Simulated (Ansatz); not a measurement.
# ClGaH₆Si: search for a transition state, part 2 of 2

Ansatz 0.2.0, Gaussian basis; PBE0-D4. Earlier steps stand in the parts before.

### 7 Relaxing after a step of 0.30 Å one way along the mode

Contents of downa/in.yaml:

```yaml
crystal:
  periodic: [false, false, false]
  atoms:
    - {symbol: Ga, position_ang: [-1.130392, -0.339747, -0.551978]}
    - {symbol: Cl, position_ang: [0.440969, 0.811186, -2.281221]}
    - {symbol: H, position_ang: [-1.195807, -1.789319, -1.177793]}
    - {symbol: H, position_ang: [-2.291517, 0.727972, -0.489652]}
    - {symbol: H, position_ang: [0.632180, 0.582335, -1.153364]}
    - {symbol: Si, position_ang: [0.667115, -0.003568, 1.088801]}
    - {symbol: H, position_ang: [1.973697, -0.716163, 0.883827]}
    - {symbol: H, position_ang: [0.992752, 1.402140, 1.504467]}
    - {symbol: H, position_ang: [-0.088997, -0.674835, 2.176912]}
basis:
  gaussian: {orbitals: def2-TZVP}
hamiltonian: {xc: pbe0, dispersion: d4}
relax: {f_tol: 0.005, max_steps: 200}
```

Command:

```bash
$ ansatz run in.yaml --threads 4 --pin off --events-out ev --progress --plain --max-ram 9574MiB
```

Standard output:

```text
Functional definition: PBE0
  name "PBE0"
  cite "Adamo & Barone, J. Chem. Phys. 110, 6158 (1999) doi:10.1063/1.478522"
  cite "Perdew, Burke & Ernzerhof, Phys. Rev. Lett. 77, 3865 (1996) doi:10.1103/PhysRevLett.77.3865"
  parent pbe
  parameter a = 0.25
  parameter kappa = 0.804
  parameter beta = 0.06672455060314922
  exchange = (1 - a)*pbe_x(kappa = kappa, mu = beta*pi^2/3) + a*exact_x
  correlation = pbe_c(beta = beta)
1213 factors; their error is unknown
mean field evaluation 1: about -72859.7589 eV, gradient 2.5e1 eV
mean field evaluation 2: about -72859.9709 eV, gradient 3.0e1 eV
mean field evaluation 4: about -72860.7412 eV, gradient 7.6e-1 eV
mean field evaluation 8: about -72860.9976 eV, gradient 1.7e-1 eV
mean field evaluation 16: about -72860.9976 eV, gradient 1.9e-5 eV
mean field -72860.99764384 eV, -2677.5922764533 hartree, gradient 1.9e-5 eV, S^2 0.000000; 0 other end points of the search recorded, 0 dependent functions left out
the calculation of the forces begins
reference -72860.99767848 eV, -2677.5922777260 hartree; 34, 34 occupied and 124, 124 virtual orbitals, 1213 factors
relax step   1: F+E_penalty+E_count = -72861.17687217 eV  Δ(F+E_penalty+E_count) = +0.000e0 eV  max|allowed force component| = 6.291e0 eV/Å  Δτ_max = 0.0000 Å  (25 SCF iters, accepted)
these checks for a lower state are left out or cut short: starts, cluster_reference, orbital_swaps, neighbouring_geometries, increment
1213 factors; their error is unknown
mean field -72861.53555174 eV, -2677.6120442039 hartree, gradient 7.2e-6 eV, S^2 0.000000; 0 other end points of the search recorded, 0 dependent functions left out
the calculation of the forces begins
reference -72861.53558670 eV, -2677.6120454888 hartree; 34, 34 occupied and 124, 124 virtual orbitals, 1213 factors
relax step   2: F+E_penalty+E_count = -72861.71104710 eV  Δ(F+E_penalty+E_count) = -5.342e-1 eV  max|allowed force component| = 1.515e0 eV/Å  Δτ_max = 0.1949 Å  (29 SCF iters, accepted)
these checks for a lower state are left out or cut short: starts, cluster_reference, orbital_swaps, neighbouring_geometries, increment
1213 factors; their error is unknown
mean field -72861.61903352 eV, -2677.6151121027 hartree, gradient 7.6e-6 eV, S^2 0.000000; 0 other end points of the search recorded, 0 dependent functions left out
the calculation of the forces begins
reference -72861.61906868 eV, -2677.6151133949 hartree; 34, 34 occupied and 124, 124 virtual orbitals, 1213 factors
relax step   3: F+E_penalty+E_count = -72861.79339403 eV  Δ(F+E_penalty+E_count) = -8.235e-2 eV  max|allowed force component| = 8.025e-1 eV/Å  Δτ_max = 0.1956 Å  (30 SCF iters, accepted)
[... from here on, the SCF cycles and remarks between the steps are left out ...]
relax step   4: F+E_penalty+E_count = -72861.81970091 eV  Δ(F+E_penalty+E_count) = -2.631e-2 eV  max|allowed force component| = 5.680e-1 eV/Å  Δτ_max = 0.1946 Å  (30 SCF iters, accepted)
relax step   5: F+E_penalty+E_count = -72861.89168560 eV  Δ(F+E_penalty+E_count) = -7.198e-2 eV  max|allowed force component| = 7.522e-1 eV/Å  Δτ_max = 0.1974 Å  (28 SCF iters, accepted)
relax step   6: F+E_penalty+E_count = -72861.93825354 eV  Δ(F+E_penalty+E_count) = -4.657e-2 eV  max|allowed force component| = 1.510e-1 eV/Å  Δτ_max = 0.2000 Å  (28 SCF iters, accepted)
relax step   7: F+E_penalty+E_count = -72861.94027703 eV  Δ(F+E_penalty+E_count) = -2.023e-3 eV  max|allowed force component| = 1.920e-1 eV/Å  Δτ_max = 0.0640 Å  (29 SCF iters, accepted)
relax step   8: F+E_penalty+E_count = -72861.94191859 eV  Δ(F+E_penalty+E_count) = -1.642e-3 eV  max|allowed force component| = 1.573e-1 eV/Å  Δτ_max = 0.0495 Å  (28 SCF iters, accepted)
relax step   9: F+E_penalty+E_count = -72861.93200917 eV  Δ(F+E_penalty+E_count) = +9.909e-3 eV  max|allowed force component| = 7.910e-1 eV/Å  Δτ_max = 0.1980 Å  (27 SCF iters, rejected (line search))
relax step  10: F+E_penalty+E_count = -72861.94575844 eV  Δ(F+E_penalty+E_count) = -3.840e-3 eV  max|allowed force component| = 2.747e-2 eV/Å  Δτ_max = 0.0990 Å  (28 SCF iters, accepted)
relax step  11: F+E_penalty+E_count = -72861.94600714 eV  Δ(F+E_penalty+E_count) = -2.487e-4 eV  max|allowed force component| = 3.714e-1 eV/Å  Δτ_max = 0.0984 Å  (28 SCF iters, accepted)
relax step  12: F+E_penalty+E_count = -72861.94834620 eV  Δ(F+E_penalty+E_count) = -2.339e-3 eV  max|allowed force component| = 1.183e-1 eV/Å  Δτ_max = 0.1496 Å  (27 SCF iters, accepted)
relax step  13: F+E_penalty+E_count = -72861.91012171 eV  Δ(F+E_penalty+E_count) = +3.822e-2 eV  max|allowed force component| = 3.367e-1 eV/Å  Δτ_max = 0.1920 Å  (27 SCF iters, rejected (line search))
relax step  14: F+E_penalty+E_count = -72861.95643655 eV  Δ(F+E_penalty+E_count) = -8.090e-3 eV  max|allowed force component| = 4.217e-2 eV/Å  Δτ_max = 0.0960 Å  (28 SCF iters, accepted)
relax step  15: F+E_penalty+E_count = -72861.95919977 eV  Δ(F+E_penalty+E_count) = -2.763e-3 eV  max|allowed force component| = 2.393e-2 eV/Å  Δτ_max = 0.0999 Å  (29 SCF iters, accepted)
relax step  16: F+E_penalty+E_count = -72861.95901698 eV  Δ(F+E_penalty+E_count) = +1.828e-4 eV  max|allowed force component| = 1.362e-1 eV/Å  Δτ_max = 0.1021 Å  (28 SCF iters, rejected (line search))
relax step  17: F+E_penalty+E_count = -72861.96007674 eV  Δ(F+E_penalty+E_count) = -8.770e-4 eV  max|allowed force component| = 2.345e-2 eV/Å  Δτ_max = 0.0487 Å  (27 SCF iters, accepted)
relax step  18: F+E_penalty+E_count = -72861.96049364 eV  Δ(F+E_penalty+E_count) = -4.169e-4 eV  max|allowed force component| = 6.263e-2 eV/Å  Δτ_max = 0.0731 Å  (29 SCF iters, accepted)
relax step  19: F+E_penalty+E_count = -72861.96101033 eV  Δ(F+E_penalty+E_count) = -5.167e-4 eV  max|allowed force component| = 5.885e-2 eV/Å  Δτ_max = 0.0244 Å  (29 SCF iters, accepted)
relax step  20: F+E_penalty+E_count = -72861.96173279 eV  Δ(F+E_penalty+E_count) = -7.225e-4 eV  max|allowed force component| = 5.003e-2 eV/Å  Δτ_max = 0.0422 Å  (29 SCF iters, accepted)
relax step  21: F+E_penalty+E_count = -72861.96215742 eV  Δ(F+E_penalty+E_count) = -4.246e-4 eV  max|allowed force component| = 1.602e-1 eV/Å  Δτ_max = 0.0801 Å  (29 SCF iters, accepted)
relax step  22: F+E_penalty+E_count = -72861.96289436 eV  Δ(F+E_penalty+E_count) = -7.369e-4 eV  max|allowed force component| = 6.439e-2 eV/Å  Δτ_max = 0.0184 Å  (28 SCF iters, accepted)
relax step  23: F+E_penalty+E_count = -72861.96332767 eV  Δ(F+E_penalty+E_count) = -4.333e-4 eV  max|allowed force component| = 2.517e-2 eV/Å  Δτ_max = 0.0314 Å  (28 SCF iters, accepted)
relax step  24: F+E_penalty+E_count = -72861.96368694 eV  Δ(F+E_penalty+E_count) = -3.593e-4 eV  max|allowed force component| = 3.154e-2 eV/Å  Δτ_max = 0.0337 Å  (28 SCF iters, accepted)
relax step  25: F+E_penalty+E_count = -72861.96318650 eV  Δ(F+E_penalty+E_count) = +5.004e-4 eV  max|allowed force component| = 1.450e-1 eV/Å  Δτ_max = 0.0930 Å  (28 SCF iters, rejected (line search))
relax step  26: F+E_penalty+E_count = -72861.96286348 eV  Δ(F+E_penalty+E_count) = +8.235e-4 eV  max|allowed force component| = 6.738e-2 eV/Å  Δτ_max = 0.0257 Å  (29 SCF iters, rejected (line search))
relax step  27: F+E_penalty+E_count = -72861.96388407 eV  Δ(F+E_penalty+E_count) = -1.971e-4 eV  max|allowed force component| = 9.216e-3 eV/Å  Δτ_max = 0.0129 Å  (28 SCF iters, accepted)
relax step  28: F+E_penalty+E_count = -72861.96343607 eV  Δ(F+E_penalty+E_count) = +4.480e-4 eV  max|allowed force component| = 1.387e-1 eV/Å  Δτ_max = 0.0987 Å  (28 SCF iters, rejected (line search))
relax step  29: F+E_penalty+E_count = -72861.96415278 eV  Δ(F+E_penalty+E_count) = -2.687e-4 eV  max|allowed force component| = 2.476e-2 eV/Å  Δτ_max = 0.0484 Å  (28 SCF iters, accepted)
relax step  30: F+E_penalty+E_count = -72861.96412600 eV  Δ(F+E_penalty+E_count) = +2.678e-5 eV  max|allowed force component| = 5.919e-2 eV/Å  Δτ_max = 0.0330 Å  (28 SCF iters, rejected (line search))
relax step  31: F+E_penalty+E_count = -72861.96425919 eV  Δ(F+E_penalty+E_count) = -1.064e-4 eV  max|allowed force component| = 1.727e-2 eV/Å  Δτ_max = 0.0162 Å  (28 SCF iters, accepted)
relax step  32: F+E_penalty+E_count = -72861.96432311 eV  Δ(F+E_penalty+E_count) = -6.392e-5 eV  max|allowed force component| = 1.827e-2 eV/Å  Δτ_max = 0.0246 Å  (28 SCF iters, accepted)
relax step  33: F+E_penalty+E_count = -72861.96434520 eV  Δ(F+E_penalty+E_count) = -2.209e-5 eV  max|allowed force component| = 2.175e-2 eV/Å  Δτ_max = 0.0321 Å  (28 SCF iters, accepted)
relax step  34: F+E_penalty+E_count = -72861.96436717 eV  Δ(F+E_penalty+E_count) = -2.197e-5 eV  max|allowed force component| = 1.167e-2 eV/Å  Δτ_max = 0.0057 Å  (22 SCF iters, accepted)
relax step  35: F+E_penalty+E_count = -72861.96437321 eV  Δ(F+E_penalty+E_count) = -6.039e-6 eV  max|allowed force component| = 6.821e-3 eV/Å  Δτ_max = 0.0013 Å  (19 SCF iters, accepted)
these checks for a lower state are left out or cut short: starts, cluster_reference, orbital_swaps, neighbouring_geometries, increment
1213 factors; their error is unknown
mean field -72861.78961577 eV, -2677.6213808846 hartree, gradient 4.8e-5 eV, S^2 0.000000; 0 other end points of the search recorded, 0 dependent functions left out
the calculation of the forces begins
reference -72861.78965083 eV, -2677.6213821731 hartree; 34, 34 occupied and 124, 124 virtual orbitals, 1213 factors
relax step  36: F+E_penalty+E_count = -72861.96437558 eV  Δ(F+E_penalty+E_count) = -2.369e-6 eV  max|allowed force component| = 2.556e-3 eV/Å  Δτ_max = 0.0014 Å  (19 SCF iters, accepted)
1213 factors; their error is unknown
mean field evaluation 256: about -72861.7896 eV, gradient 4.8e-5 eV
mean field -72861.78961577 eV, -2677.6213808846 hartree, gradient 4.8e-5 eV, S^2 0.000000; 1 other end points of the search recorded, 0 dependent functions left out
the calculation of the forces begins
reference -72861.78965083 eV, -2677.6213821731 hartree; 34, 34 occupied and 124, 124 virtual orbitals, 1213 factors
Total energy: -72861.96441065 eV, -2677.6278044780 hartree
Atom 0 at    -1.277726    -0.288355    -0.417622 Å, force     0.002029     0.000150     0.002556 eV/Å
Atom 1 at     0.465656     0.585676    -2.347126 Å, force     0.000587     0.000170    -0.000482 eV/Å
Atom 2 at    -1.482546    -1.709620    -1.055370 Å, force    -0.000147    -0.000440    -0.000067 eV/Å
Atom 3 at    -2.335213     0.842624    -0.674783 Å, force    -0.000360     0.000461     0.000060 eV/Å
Atom 4 at     1.441208     0.419318    -1.522841 Å, force     0.000164     0.000005     0.000084 eV/Å
Atom 5 at     0.460852    -0.007289     1.245081 Å, force    -0.002065    -0.000397    -0.000836 eV/Å
Atom 6 at     1.788477    -0.034054     0.538126 Å, force     0.000011     0.000268    -0.000524 eV/Å
Atom 7 at     0.421056     1.289796     1.976378 Å, force    -0.000150    -0.000176    -0.000494 eV/Å
Atom 8 at     0.518236    -1.098095     2.258155 Å, force    -0.000069    -0.000040    -0.000298 eV/Å
Dipole moment:     0.260290     0.062537    -0.115533 e Å
```

It took 97 s on 4 threads of Arm Neoverse V1, shared host.

Relaxation path: (not every step is listed) (the energy doesn't fall at every step)

```
step  energy from step 1 (eV)  largest force component (eV/Å)
   1                   0.0000                          6.2915
   2                  -0.5342                          1.5152
   3                  -0.6165                          0.8025
   4                  -0.6428                          0.5680
   5                  -0.7148                          0.7522
   6                  -0.7614                          0.1510
   7                  -0.7634                          0.1920
   8                  -0.7650                          0.1573
   9                  -0.7551                          0.7910
  11                  -0.7691                          0.3714
  13                  -0.7333                          0.3367
  15                  -0.7823                          0.0239
  17                  -0.7832                          0.0235
  19                  -0.7841                          0.0589
  21                  -0.7853                          0.1602
  23                  -0.7865                          0.0252
  25                  -0.7863                          0.1450
  27                  -0.7870                          0.0092
  29                  -0.7873                          0.0248
  31                  -0.7874                          0.0173
  32                  -0.7875                          0.0183
  33                  -0.7875                          0.0217
  34                  -0.7875                          0.0117
  35                  -0.7875                          0.0068
  36                  -0.7875                          0.0026
```

Close pairs (by a distance rule), those that changed most:

| bond | before (Å) | after (Å) | change (Å) |
| --- | --- | --- | --- |
| Ga1–Cl2 | 2.605 | 2.743 | +0.139 |
| Cl2–H5 | 1.167 | 1.288 | +0.121 |
| Ga1–Si6 | 2.457 | 2.422 | -0.035 |
| Si6–H8 | 1.502 | 1.490 | -0.012 |
| Ga1–H4 | 1.579 | 1.570 | -0.009 |
| Ga1–H3 | 1.580 | 1.571 | -0.009 |
| Si6–H9 | 1.485 | 1.490 | +0.004 |
| Si6–H7 | 1.502 | 1.504 | +0.002 |

### 8 Relaxing after a step of 0.30 Å the other way along the mode

Contents of downb/in.yaml:

```yaml
crystal:
  periodic: [false, false, false]
  atoms:
    - {symbol: Ga, position_ang: [-1.127365, -0.260257, -0.852466]}
    - {symbol: Cl, position_ang: [0.318271, 0.795584, -2.411269]}
    - {symbol: H, position_ang: [-1.129291, -1.790655, -1.108886]}
    - {symbol: H, position_ang: [-2.227010, 0.743769, -0.407545]}
    - {symbol: H, position_ang: [0.523683, 0.387631, -0.596301]}
    - {symbol: Si, position_ang: [0.767406, 0.065273, 0.989397]}
    - {symbol: H, position_ang: [2.003970, -0.728990, 0.898382]}
    - {symbol: H, position_ang: [1.001169, 1.421906, 1.511384]}
    - {symbol: H, position_ang: [-0.130834, -0.634261, 1.977304]}
basis:
  gaussian: {orbitals: def2-TZVP}
hamiltonian: {xc: pbe0, dispersion: d4}
relax: {f_tol: 0.005, max_steps: 200}
```

Command:

```bash
$ ansatz run in.yaml --threads 4 --pin off --events-out ev --progress --plain --max-ram 9574MiB
```

Standard output (excerpt; [...] marks lines left out):

```text
[... 5 set-up lines as earlier in the session ...]
[...]
1213 factors; their error is unknown
[...]
mean field -72861.73655077 eV, -2677.6194307821 hartree, gradient 1.9e-5 eV, S^2 0.000000; 0 other end points of the search recorded, 0 dependent functions left out
[...]
reference -72861.73658556 eV, -2677.6194320604 hartree; 34, 34 occupied and 124, 124 virtual orbitals, 1213 factors
relax step   1: F+E_penalty+E_count = -72861.91453622 eV  Δ(F+E_penalty+E_count) = +0.000e0 eV  max|allowed force component| = 1.125e0 eV/Å  Δτ_max = 0.0000 Å  (25 SCF iters, accepted)
[...]
Total energy: -72862.99653951 eV, -2677.6657345140 hartree
Atom 0 at    -1.177050    -0.167727    -1.269106 Å, force     0.001369     0.001740    -0.000738 eV/Å
Atom 1 at    -0.383364     0.702920    -3.082184 Å, force    -0.000653    -0.001428     0.001346 eV/Å
Atom 2 at    -0.999141    -1.710588    -1.133634 Å, force    -0.000774     0.000318    -0.001126 eV/Å
Atom 3 at    -2.054038     0.784888    -0.400102 Å, force     0.000422    -0.000300     0.000661 eV/Å
Atom 4 at     0.647241     0.300986    -0.249722 Å, force     0.001012    -0.000900     0.001617 eV/Å
Atom 5 at     0.926809     0.072484     1.211180 Å, force    -0.001423    -0.001632     0.000192 eV/Å
Atom 6 at     2.147519    -0.761657     1.290302 Å, force    -0.000883     0.001866    -0.000365 eV/Å
Atom 7 at     1.130011     1.402381     1.828663 Å, force    -0.000662    -0.000520    -0.001027 eV/Å
Atom 8 at    -0.237987    -0.623687     1.804603 Å, force     0.001592     0.000856    -0.000560 eV/Å
Dipole moment:     0.101630    -0.139600     0.651617 e Å
```

Run time: 33 s. Hardware: 4 threads of Arm Neoverse V1, shared host.

Step by step:

| step | energy from step 1 (eV) | largest force component (eV/Å) |
| --- | --- | --- |
| 1 | 0.0000 | 1.1254 |
| 2 | -0.4474 | 1.6793 |
| 3 | -0.8772 | 0.7918 |
| 4 | -1.0044 | 0.3800 |
| 5 | -1.0579 | 0.2242 |
| 6 | -1.0672 | 0.2916 |
| 7 | -1.0675 | 0.3078 |
| 8 | -1.0790 | 0.0352 |
| 9 | -1.0810 | 0.0167 |
| 10 | -1.0818 | 0.0172 |
| 11 | -1.0819 | 0.0073 |
| 12 | -1.0820 | 0.0019 |

Close pairs (by a distance rule), those that changed most:

```csv
bond,before (Å),after (Å),change (Å)
Ga1–Si6,2.662,3.261,+0.599
Ga1–H5,1.792,2.142,+0.350
Ga1–Cl2,2.374,2.162,-0.211
H5–Si6,1.636,1.505,-0.132
Si6–H9,1.507,1.481,-0.026
Si6–H7,1.472,1.481,+0.008
Si6–H8,1.472,1.480,+0.008
Ga1–H3,1.552,1.559,+0.007
```

### 9 What the saddle joins

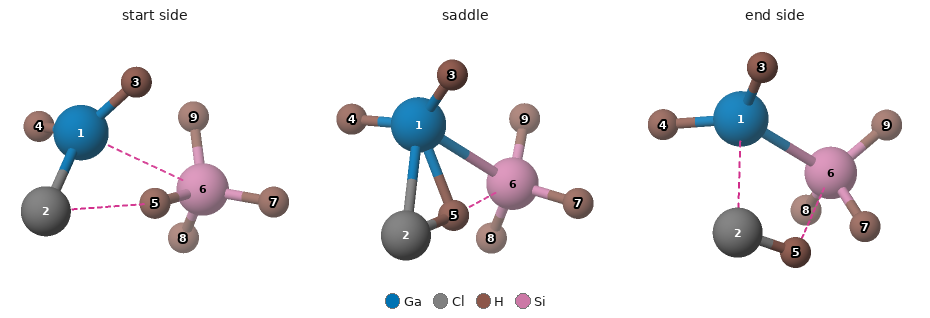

The minimum on the start side, the saddle and the minimum on the end side; broken lines join the pairs that change, where they aren't drawn as bonds.

```csv
pair,start side (Å),saddle (Å),end side (Å)
Ga1–Si6,3.261,2.559,2.422
Cl2–H5,3.041,1.518,1.288
Ga1–Cl2,2.162,2.489,2.743
H5–Si6,1.505,1.972,2.967
```

### 10 Outcome

The summary covers parts 1 to 2.

| quantity | value |
| --- | --- |
| imaginary mode | 733i cm⁻¹ |
| barrier from the start side | 141.4 kJ/mol |
| barrier from the end side | 41.8 kJ/mol |
| energy of the step | +99.6 kJ/mol |
| pairs that change | Ga1–Si6 formed, Cl2–H5 formed, Ga1–Cl2 broken, H5–Si6 broken |
| zero-point energy at the saddle | 1.201 eV |

What this shows: One imaginary mode, 733i cm⁻¹, makes this a first-order saddle. The two relaxations end on the structures that were planned. At PBE0-D4/def2-TZVP the electronic barrier is 141.4 kJ/mol, about 57 kT at 298 K, and the step runs 99.6 kJ/mol uphill. A step off the saddle overshot and began above it in energy, so the link to its end is likely but not proven. The ends are the nearest minima, not always the lowest complexes.
